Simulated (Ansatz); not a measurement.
# AsH (singlet): one geometry, many settings at distance As1–H2 = 1.672 Å

What do other methods and options give for AsH (singlet) at this geometry, and how long do they take?

Method: the settings change from run to run; program: Ansatz 0.2.0, Gaussian basis.

22 further runs of the same task are left out: 1 for a known fault of the program, 15 that didn't finish, 6 set aside as unsound or not needed.

## (1) What is computed

The geometry derives from a PBE0/def2-TZVP stationary point (not a proven minimum). One bond is set to the value named and the two fragments are kept rigid. No spin-orbit coupling is included. The filled d shell of As may be among the frozen orbitals whatever the setting's name suggests; the logs give the count.

2 atoms, charge 0, spin multiplicity 1.

Atoms are counted from 1 here; the program's logs count them from 0.

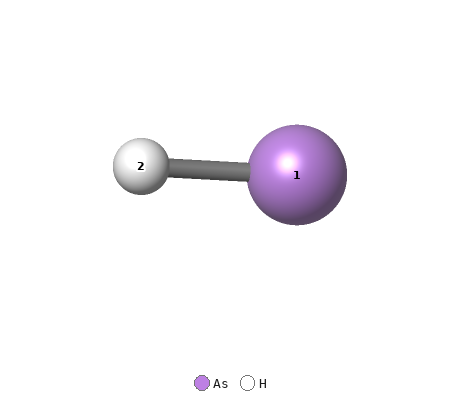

The structure; arsenic purple, hydrogen white; atoms are numbered from 1 in the order of the file.

## (2) MP2 on RHF/def2-SVP

in.yaml

```yaml
crystal:
  periodic: [false, false, false]
  atoms:
    - {symbol: As, position_ang: [0.000000, 0.000000, 0.000000]}
    - {symbol: H, position_ang: [0.000000, 0.000000, 1.672000]}
basis:
  gaussian: {orbitals: def2-SVP}
magnetization: {spin_polarized: false}
correlation: {method: mp2, electrons: outside_noble_gas}
scf: {lower_state_search: full}
```

Started as:

```sh
$ ansatz run in.yaml --threads 1 --pin off --events-out ev --progress --plain --max-ram 2393MiB
```

Log:

```text
Functional definition: HF
  name "HF"
  cite "Fock, Z. Phys. 61, 126 (1930) doi:10.1007/BF01340294"
  parent pbe
  exchange = exact_x
  correlation = 0
369 factors; integrals over basis functions are off by at most 1.0e-3 eV
mean field evaluation 1: about -60801.1445 eV, gradient 5.5e0 eV
mean field evaluation 2: about -60801.1465 eV, gradient 5.5e0 eV
mean field evaluation 4: about -60801.2894 eV, gradient 7.4e-1 eV
mean field evaluation 8: about -60801.2910 eV, gradient 8.8e-5 eV
mean field evaluation 16: about -60801.2910 eV, gradient 2.7e-4 eV
mean field -60801.29101515 eV, -2234.4062322116 hartree, gradient 7.4e-7 eV, S^2 0.000000; 3 other end points of the search recorded, 0 dependent functions left out; unrestricted orbitals would lower it
mean field evaluation 32: about -60802.6136 eV, gradient 1.5e0 eV
unrestricted determinant -60802.75656961 eV, -2234.4600903444 hartree, S^2 1.0219
14 core orbitals not correlated: weight in the atoms' cores, before any rotation towards them, 1.000 or more for the frozen orbitals, at most 0.000 for the correlated occupied ones
reference -60801.29101515 eV, -2234.4062322116 hartree; 3, 3 occupied and 20, 20 virtual orbitals, 369 factors
second order -2.38838566 eV of doubles, -0.00000000 eV of singles
Total energy: -60803.67940082 eV, -2234.4940037658 hartree
```

Wall time 0.36 s (1 thread of Arm Neoverse V2, shared host).

## (3) HF/6-31G*

in.yaml

```yaml
crystal:
  periodic: [false, false, false]
  atoms:
    - {symbol: As, position_ang: [0.000000, 0.000000, 0.000000]}
    - {symbol: H, position_ang: [0.000000, 0.000000, 1.672000]}
basis:
  gaussian: {orbitals: "6-31G*"}
magnetization: {spin_polarized: false}
hamiltonian: {xc: hf}
output: {orbitals: {seedname: orbitals}}
```

Launched as before.

Log:

```text
Functional definition: HF
  name "HF"
  cite "Fock, Z. Phys. 61, 126 (1930) doi:10.1007/BF01340294"
  parent pbe
  exchange = exact_x
  correlation = 0
363 factors; integrals over basis functions are off by at most 7.7e-4 eV
mean field evaluation 1: about -60800.7387 eV, gradient 5.4e0 eV
mean field evaluation 2: about -60800.7467 eV, gradient 5.5e0 eV
mean field evaluation 4: about -60800.8970 eV, gradient 6.9e-1 eV
mean field evaluation 8: about -60800.8976 eV, gradient 4.1e-4 eV
mean field evaluation 16: about -60800.8976 eV, gradient 2.0e-5 eV
mean field -60800.89755092 eV, -2234.3917726677 hartree, gradient 2.0e-5 eV, S^2 0.000000; 0 other end points of the search recorded, 0 dependent functions left out
reference -60800.89755092 eV, -2234.3917726677 hartree; 17, 17 occupied and 20, 20 virtual orbitals, 363 factors
Total energy: -60800.89755092 eV, -2234.3917726677 hartree
```

Wall time 0.27 s (1 thread of Arm Neoverse V2, shared host).

## (4) CCSDT on UHF/6-31G

in.yaml

```yaml
crystal:
  periodic: [false, false, false]
  atoms:
    - {symbol: As, position_ang: [0.000000, 0.000000, 0.000000]}
    - {symbol: H, position_ang: [0.000000, 0.000000, 1.672000]}
basis:
  gaussian: {orbitals: 6-31G}
magnetization: {spin_polarized: true, initial_magnetization: 0}
correlation: {method: ccsdt, electrons: outside_noble_gas}
accuracy: high
output: {forces: true}
```

Same command.

Log, shortened:

```text
Functional definition: HF
  name "HF"
  cite "Fock, Z. Phys. 61, 126 (1930) doi:10.1007/BF01340294"
  parent pbe
[...]
441 factors; integrals over basis functions are off by at most 3.9e-9 eV
[...]
mean field -60800.66527748 eV, -2234.3832367764 hartree, gradient 1.8e-8 eV, S^2 1.000334; 8 other end points of the search recorded, 0 dependent functions left out
determinant -60800.66527748 eV, -2234.3832367764 hartree, with singles and doubles -60802.39336351 eV, -2234.4467427665 hartree
determinant -60797.31538984 eV, -2234.2601306761 hartree, with singles and doubles -60798.37760524 eV, -2234.2991663720 hartree
determinant -60799.46387405 eV, -2234.3390860147 hartree, with singles and doubles -60801.18085198 eV, -2234.4021837896 hartree
14 core orbitals not correlated: weight in the atoms' cores, before any rotation towards them, 1.000 or more for the frozen orbitals, at most 0.000 for the correlated occupied ones
reference -60800.66527748 eV, -2234.3832367764 hartree; 3, 3 occupied and 14, 14 virtual orbitals, 441 factors
second order -0.94692564 eV of doubles, -0.00000000 eV of singles
cycle   1  -1.19620948 eV  change   -2.5e-1 eV  update   5.4e-2
[...]
cycle  27  -1.93915287 eV  change   2.3e-10 eV  update  7.5e-11
WARN: the results are in doubt because among natural orbitals full CI differs from the method by +1.253 eV
[...]
Total energy: -60802.60443035 eV, -2234.4544993300 hartree
Atom 0 at     0.000000     0.000000     0.000000 Å, force    -0.000000     0.000000     1.045739 eV/Å
Atom 1 at     0.000000     0.000000     1.672000 Å, force     0.000000    -0.000000    -1.045739 eV/Å
Dipole moment:    -0.000000    -0.000000     0.052969 e Å
In doubt: among natural orbitals full CI differs from the method by +1.253 eV
```

Run time: 3.5 s. Hardware: 1 thread of Arm Neoverse V2, shared host.

From the report: ⟨S²⟩ of the determinant 1.000 (pure singlet: 0.00); correlation -1.9392 eV; T1 0.006; largest double amplitude 0.97. The determinant is far from a pure spin state, so its energy mixes those of several spin states (harmless only where they are near-degenerate, as at dissociation). Mind the lines of doubt at the end of the log.

## (5) CISD/aug-cc-pVDZ

in.yaml

```yaml
crystal:
  periodic: [false, false, false]
  atoms:
    - {symbol: As, position_ang: [0.000000, 0.000000, 0.000000]}
    - {symbol: H, position_ang: [0.000000, 0.000000, 1.672000]}
basis:
  gaussian: {orbitals: aug-cc-pVDZ}
correlation: {active_space: {ras: {orbitals: [3, 0, 28], electrons: 6, max_holes: 2, max_particles: 2}, fixed_orbitals: true}}
accuracy: high
output: {forces: true}
```

Launched as before.

Log, shortened:

```text
Functional definition: HF
  name "HF"
  cite "Fock, Z. Phys. 61, 126 (1930) doi:10.1007/BF01340294"
  parent pbe
[...]
762 factors; integrals over basis functions are off by at most 4.8e-9 eV
[...]
mean field -60808.18420565 eV, -2234.6595522902 hartree, gradient 2.0e-8 eV, S^2 0.000000; 2 other end points of the search recorded, 0 dependent functions left out
reference -60808.18420565 eV, -2234.6595522902 hartree; 17, 17 occupied and 28, 28 virtual orbitals, 762 factors
state -60811.28093409 eV, -2234.7733549612 hartree
[...]
Total energy: -60811.28093409 eV, -2234.7733549612 hartree
Atom 0 at     0.000000     0.000000     0.000000 Å, force     0.000000    -0.000000     1.802821 eV/Å
Atom 1 at     0.000000     0.000000     1.672000 Å, force    -0.000000     0.000000    -1.802821 eV/Å
Dipole moment:    -0.000000     0.000000    -0.007762 e Å
```

It took 2.1 s on 1 thread of Arm Neoverse V2, shared host.

From the report: 2,689 determinants.

## (6) HF/aug-cc-pVDZ

in.yaml

```yaml
crystal:
  periodic: [false, false, false]
  atoms:
    - {symbol: As, position_ang: [0.000000, 0.000000, 0.000000]}
    - {symbol: H, position_ang: [0.000000, 0.000000, 1.672000]}
basis:
  gaussian: {orbitals: aug-cc-pVDZ, fitting: {mean_field: def2-universal-jkfit}}
magnetization: {spin_polarized: true, initial_magnetization: 0}
hamiltonian: {xc: hf}
accuracy: high
scf: {lower_state_search: off}
output: {orbitals: {seedname: orbitals}}
```

The command is unchanged.

Log:

```text
Functional definition: HF
  name "HF"
  cite "Fock, Z. Phys. 61, 126 (1930) doi:10.1007/BF01340294"
  parent pbe
  exchange = exact_x
  correlation = 0
these checks for a lower state are left out or cut short: stability, starts, cluster_reference, orbital_swaps, neighbouring_geometries, increment
284 factors; integrals over basis functions are off by at most 5.2e-1 eV
mean field evaluation 1: about -60807.9921 eV, gradient 3.7e0 eV
mean field evaluation 2: about -60808.1665 eV, gradient 1.1e0 eV
mean field evaluation 4: about -60808.1839 eV, gradient 6.5e-2 eV
mean field -60808.18402057 eV, -2234.6595454886 hartree, gradient 1.1e-8 eV, S^2 0.000000; 0 other end points of the search recorded, 0 dependent functions left out
reference -60808.18402057 eV, -2234.6595454886 hartree; 17, 17 occupied and 28, 28 virtual orbitals, 284 factors
Total energy: -60808.18402057 eV, -2234.6595454886 hartree
Checks for a lower state left out: stability, starts, cluster_reference, orbital_swaps, neighbouring_geometries, increment
```

Wall time 0.15 s (1 thread of Arm Neoverse V2, shared host).

From the report: ⟨S²⟩ of the determinant 0.000 (pure singlet: 0.00).

## (7) NEVPT4(SD)(6,5)/aug-cc-pVDZ

in.yaml

```yaml
crystal:
  periodic: [false, false, false]
  atoms:
    - {symbol: As, position_ang: [0.000000, 0.000000, 0.000000]}
    - {symbol: H, position_ang: [0.000000, 0.000000, 1.672000]}
basis:
  gaussian: {orbitals: aug-cc-pVDZ, point_charges: [{charge: 0.50, position_ang: [3.897, -0.845, 0.478]}]}
correlation: {method: fic_nevpt4_sd, electrons: outside_noble_gas, active_space: {window: {electrons: 6, orbitals: 5}, states: [{multiplicity: 1, weights: [1, 1]}], root: 0}}
```

The command is unchanged.

Log, shortened:

```text
Functional definition: HF
  name "HF"
  cite "Fock, Z. Phys. 61, 126 (1930) doi:10.1007/BF01340294"
  parent pbe
[...]
764 factors; integrals over basis functions are off by at most 2.2e-7 eV
[...]
mean field -60808.38555192 eV, -2234.6669516289 hartree, gradient 2.1e-6 eV, S^2 0.000000; 5 other end points of the search recorded, 0 dependent functions left out; unrestricted orbitals would lower it
reference -60808.38555192 eV, -2234.6669516289 hartree; 17, 17 occupied and 28, 28 virtual orbitals, 764 factors
state -60809.38404715 eV, -2234.7036456520 hartree
state -60809.34352888 eV, -2234.7021566329 hartree
state -60809.38404715 eV, -2234.7036456520 hartree; corrected -60811.84052024 eV, -2234.7939193730 hartree
state -60809.34352888 eV, -2234.7021566329 hartree; corrected -60811.81091954 eV, -2234.7928315673 hartree
state -60809.35834601 eV, -2234.7027011522 hartree
state -60808.92324323 eV, -2234.6867114203 hartree
state -60809.35834601 eV, -2234.7027011522 hartree; corrected -60811.71566141 eV, -2234.7893308955 hartree
state -60808.92324323 eV, -2234.6867114203 hartree; corrected -60811.74703744 eV, -2234.7904839431 hartree
state -60809.38404715 eV, -2234.7036456520 hartree; corrected -60811.84052024 eV, -2234.7939193730 hartree
state -60809.34352888 eV, -2234.7021566329 hartree; corrected -60811.81091954 eV, -2234.7928315673 hartree
[...]
Total energy: -60811.84052024 eV, -2234.7939193730 hartree
```

Wall time 2.9 s (1 thread of Arm Neoverse V2, shared host).

From the report: 100 determinants; active occupations (of the averaged states) 2.00, 1.96, 1.23, 0.77, 0.04.

## (8) HF/6-31G

in.yaml

```yaml
crystal:
  periodic: [false, false, false]
  atoms:
    - {symbol: As, position_ang: [0.000000, 0.000000, 0.000000]}
    - {symbol: H, position_ang: [0.000000, 0.000000, 1.672000]}
basis:
  gaussian: {orbitals: 6-31G, point_charges: [{charge: -1.00, position_ang: [2.753, 0.102, -0.257]}]}
magnetization: {spin_polarized: false}
hamiltonian: {xc: hf}
output: {orbitals: {seedname: orbitals}}
```

Same command.

Log:

```text
Functional definition: HF
  name "HF"
  cite "Fock, Z. Phys. 61, 126 (1930) doi:10.1007/BF01340294"
  parent pbe
  exchange = exact_x
  correlation = 0
282 factors; integrals over basis functions are off by at most 5.8e-4 eV
mean field evaluation 1: about -60800.4748 eV, gradient 5.4e0 eV
mean field evaluation 2: about -60800.4746 eV, gradient 5.4e0 eV
mean field evaluation 4: about -60800.6091 eV, gradient 7.5e-1 eV
mean field evaluation 8: about -60800.6098 eV, gradient 6.7e-6 eV
mean field -60800.60982470 eV, -2234.3811989241 hartree, gradient 1.4e-5 eV, S^2 0.000000; 0 other end points of the search recorded, 0 dependent functions left out
reference -60800.60982470 eV, -2234.3811989241 hartree; 17, 17 occupied and 14, 14 virtual orbitals, 282 factors
Total energy: -60800.60982470 eV, -2234.3811989241 hartree
```

Wall time 0.21 s (1 thread of Arm Neoverse V2, shared host).

## (9) BCCD(T)/aug-cc-pVDZ

in.yaml

```yaml
crystal:
  periodic: [false, false, false]
  atoms:
    - {symbol: As, position_ang: [0.000000, 0.000000, 0.000000]}
    - {symbol: H, position_ang: [0.000000, 0.000000, 1.672000]}
basis:
  gaussian: {orbitals: aug-cc-pVDZ}
magnetization: {spin_polarized: false}
hamiltonian: {xc: {name: PBE0}}
correlation: {method: bccd_t, electrons: all}
accuracy: high
```

Same command.

Log, shortened:

```text
Functional definition: PBE0
  name "PBE0"
  cite "Adamo & Barone, J. Chem. Phys. 110, 6158 (1999) doi:10.1063/1.478522"
  cite "Perdew, Burke & Ernzerhof, Phys. Rev. Lett. 77, 3865 (1996) doi:10.1103/PhysRevLett.77.3865"
  parent pbe
[...]
762 factors; integrals over basis functions are off by at most 4.8e-9 eV
[...]
mean field -60846.31057228 eV, -2236.0606704207 hartree, gradient 2.0e-8 eV, S^2 0.000000; 2 other end points of the search recorded, 0 dependent functions left out; unrestricted orbitals would lower it
[...]
unrestricted determinant -60809.60934952 eV, -2234.7119253613 hartree, S^2 1.0254
reference -60807.96744854 eV, -2234.6515866131 hartree; 17, 17 occupied and 28, 28 virtual orbitals, 762 factors
second order -3.47077418 eV of doubles, -0.18876167 eV of singles
cycle   1  -3.93315591 eV  change   -2.8e-1 eV  update   6.3e-2
[...]
cycle  24  -4.24686072 eV  change    3.9e-9 eV  update   1.2e-9
perturbative correction -0.20659845 eV, -0.0075923530 hartree
Total energy: -60812.42090771 eV, -2234.8152482189 hartree
```

It took 5.5 s on 1 thread of Arm Neoverse V2, shared host.

From the report: correlation -4.4535 eV; largest double amplitude 0.32.

## (10) BCCD(T) on RHF/aug-cc-pVDZ

Edit in.yaml of step 9 so:

```diff
@@ -8,4 +8,2 @@
 magnetization: {spin_polarized: false}
-hamiltonian: {xc: {name: PBE0}}
-correlation: {method: bccd_t, electrons: all}
-accuracy: high
+correlation: {method: bccd_t, electrons: valence}
```

The command is unchanged.

Log, shortened:

```text
Functional definition: HF
  name "HF"
  cite "Fock, Z. Phys. 61, 126 (1930) doi:10.1007/BF01340294"
  parent pbe
[...]
509 factors; integrals over basis functions are off by at most 1.1e-3 eV
[...]
mean field -60808.18418788 eV, -2234.6595516368 hartree, gradient 1.7e-6 eV, S^2 0.000000; 2 other end points of the search recorded, 0 dependent functions left out; unrestricted orbitals would lower it
unrestricted determinant -60809.60933121 eV, -2234.7119246883 hartree, S^2 1.0254
9 core orbitals not correlated: weight in the atoms' cores, before any rotation towards them, 1.000 or more for the frozen orbitals, at most 0.000 for the correlated occupied ones
reference -60808.18418788 eV, -2234.6595516368 hartree; 8, 8 occupied and 28, 28 virtual orbitals, 509 factors
second order -2.99718007 eV of doubles, -0.00000000 eV of singles
cycle   1  -3.44981579 eV  change   -4.5e-1 eV  update   6.6e-2
[...]
cycle  11  -3.76893887 eV  change    7.3e-6 eV  update   8.5e-6
perturbative correction -0.18878622 eV, -0.0069377656 hartree
Total energy: -60812.14191297 eV, -2234.8049953514 hartree
```

Run time: 1.1 s. Hardware: 1 thread of Arm Neoverse V2, shared host.

From the report: correlation -3.9577 eV; largest double amplitude 0.33.

## (11) All runs side by side

Where basis and cores are those of an earlier FCI/aug-cc-pVDZ run (-60811.8246 eV), and the state is the same kind, the miss against it is given. † marks a result that the program doubts.

| level | correlated | functions | energy (eV) | from FCI (meV) | time |
| --- | --- | --- | --- | --- | --- |
| MP2 on RHF/def2-SVP | outside noble gas | 37 | -60803.6794 |  | 0.36 s |
| HF/6-31G* |  | 37 | -60800.8976 |  | 0.27 s |
| CCSDT on UHF/6-31G † | outside noble gas | 31 | -60802.6044 |  | 3.5 s |
| CISD/aug-cc-pVDZ | outside noble gas | 45 | -60811.2809 | 543.6 | 2.1 s |
| HF/aug-cc-pVDZ |  | 45 | -60808.1840 | 3640.5 | 0.15 s |
| NEVPT4(SD)(6,5)/aug-cc-pVDZ (lowest root of an average, beside a point charge) | outside noble gas | 45 | -60811.8405 |  | 2.9 s |
| HF/6-31G (beside a point charge) |  | 31 | -60800.6098 |  | 0.21 s |
| BCCD(T)/aug-cc-pVDZ (on PBE0 orbitals) | all | 45 | -60812.4209 |  | 5.5 s |
| BCCD(T) on RHF/aug-cc-pVDZ | valence | 45 | -60812.1419 |  | 1.1 s |

## (12) Outcome

| quantity | value |
| --- | --- |
| runs | 9 |
| quickest | HF/aug-cc-pVDZ, 0.15 s |
| slowest | BCCD(T)/aug-cc-pVDZ (on PBE0 orbitals), 5.5 s |

**Reading.** Total energies in different bases, with other cores or another treatment of relativity can't be set against each other. BCCD(T)/aug-cc-pVDZ (on PBE0 orbitals) took 37 times as long as HF/aug-cc-pVDZ; the jobs differ in more than the method. Hartree-Fock, CASSCF and CASCI lack dynamic correlation by design.
